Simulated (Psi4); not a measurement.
# [PH2]− (phosphanide): CASSCF(8,8)/def2-SVP (density fitting, density fitting for correlation, nat orbs yes, sweep point 6)

We compute a single-point energy of [PH2]− (phosphanide). Input form: a Python script.

Program for the calculation: Psi4 1.11.

5 further runs of the same task are left out: 1 that didn't finish, 4 set aside as unsound or not needed.

### Step 1. The structure to begin with

[PH2]−: 3 atoms, total charge -1, spin state singlet. SMILES: `[PH2-]`. The shape is that of a GFN2-xTB optimisation.

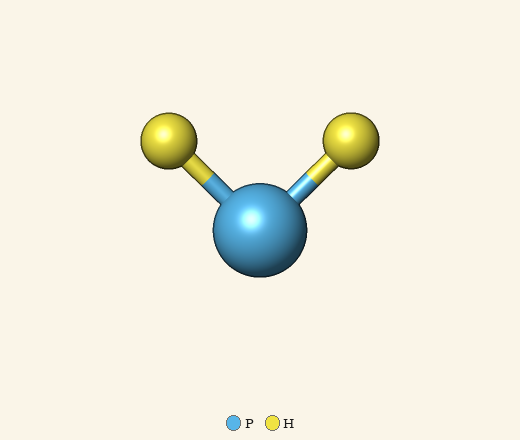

The structure, seen from a chosen angle (phosphorus blue, hydrogen yellow).

### Step 2. A single-point energy at CASSCF(8,8)/def2-SVP (density fitting, density fitting for correlation, nat orbs yes, sweep point 6)

calc.py reads:

```python
import psi4

psi4.set_memory(1600000000)
psi4.set_num_threads(1)
psi4.core.set_output_file('psi4.out', False)

molecule = psi4.geometry("""
-1 1
P      0.498920    -0.293580     0.245050
H      0.105590     0.990220     0.165130
H     -0.604500    -0.696650    -0.410180
units angstrom
symmetry c1
""")

psi4.set_options({
    'basis': 'def2-SVP',
    'puream': True,
    'scf_type': 'df',
    'restricted_docc': [5],
    'active': [8],
    'mcscf_type': 'df',
    'mcscf_maxiter': 80,
    'mcscf_r_convergence': 0.0001,
    'mcscf_e_convergence': 1e-06,
    'nat_orbs': True,
})

E = psi4.energy('casscf')
print(f'total energy {E:.8f} hartree = {E * 27.211386:.5f} eV')
for k, v in sorted(psi4.core.scalar_variables().items()):
    print(f'{k:45s} {v:18.10f}')
```

Launch:

```
python calc.py
```

psi4.out:

```text
[...]
  Running in c1 symmetry.
[...]
  Nuclear repulsion =   12.078193179372084
[...]
  Multiplicity = 1
[...]
  Nalpha       = 9
  Nbeta        = 9
[...]
    Number of basis functions: 28
[...]
   @DF-RHF iter   1:  -341.67586629744358   -3.22019e-01   9.26518e-03 DIIS/ADIIS
[...]
   @DF-RHF iter   9:  -341.73316696405584   -1.30740e-12   6.35731e-09 DIIS
[...]
    Orbital Energies [Eh]
    ---------------------
    Doubly Occupied:
       1A    -79.574043     2A     -7.146003     3A     -5.046650
       4A     -5.045536     5A     -5.042792     6A     -0.533907
       7A     -0.241273     8A     -0.121503     9A     -0.006519
[...]
   @DF-MCSCF Final Energy: -341.780845435329752
[...]
   ==> Energetics <==
    SCF energy =         -341.733166964055840
    Total MCSCF energy = -341.780845435329752
[...]
 Multipole Moments:
 ------------------------------------------------------------------------------------
     Multipole            Electronic (a.u.)      Nuclear  (a.u.)        Total (a.u.)
 ------------------------------------------------------------------------------------
 L = 1.  Multiply by 2.5417464519 to convert [e a0] to [Debye]
 Dipole X            :          1.3537054           -1.5127552           -0.1590498
 Dipole Y            :         -0.7189827            0.8035019            0.0845193
 Dipole Z            :          0.0000000            0.0000000            0.0000000
 Magnitude           :                                                    0.1801121
[...]
```

The script printed:

```text
total energy -341.78084532 hartree = -9300.33051 eV
CI CORRELATION ENERGY                              -0.0476783521
CI ROOT 0 CORRELATION ENERGY                       -0.0476783521
CI ROOT 0 TOTAL ENERGY                           -341.7808453162
CI TOTAL ENERGY                                  -341.7808453162
CURRENT CORRELATION ENERGY                         -0.0476783521
CURRENT ENERGY                                   -341.7808453162
CURRENT REFERENCE ENERGY                         -341.7331669641
DD SOLVATION ENERGY                                 0.0000000000
DETCI AVG DVEC NORM                                 0.0005038811
FCI CORRELATION ENERGY                             -0.0476783521
FCI TOTAL ENERGY                                 -341.7808453162
HF KINETIC ENERGY                                 341.9520248305
HF POTENTIAL ENERGY                              -683.6851917946
HF TOTAL ENERGY                                  -341.7331669641
HF VIRIAL RATIO                                     1.9993599749
MCSCF TOTAL ENERGY                               -341.7808453162
NUCLEAR REPULSION ENERGY                           12.0781931794
ONE-ELECTRON ENERGY                              -502.1062671796
PCM POLARIZATION ENERGY                             0.0000000000
PE ENERGY                                           0.0000000000
SCF ITERATION ENERGY                             -341.7331669641
SCF ITERATIONS                                      9.0000000000
SCF TOTAL ENERGY                                 -341.7331669641
TWO-ELECTRON ENERGY                               148.2949070362
```

Wall time 5.7 s (1 thread of Intel Xeon 6975P-C (Granite Rapids), shared host); peak memory 0.22 GiB.

### Step 3. What came out

Level: CASSCF(8,8)/def2-SVP (density fitting, density fitting for correlation, nat orbs yes, sweep point 6).

| quantity | value |
| --- | --- |
| total energy | -341.78085 Eh |
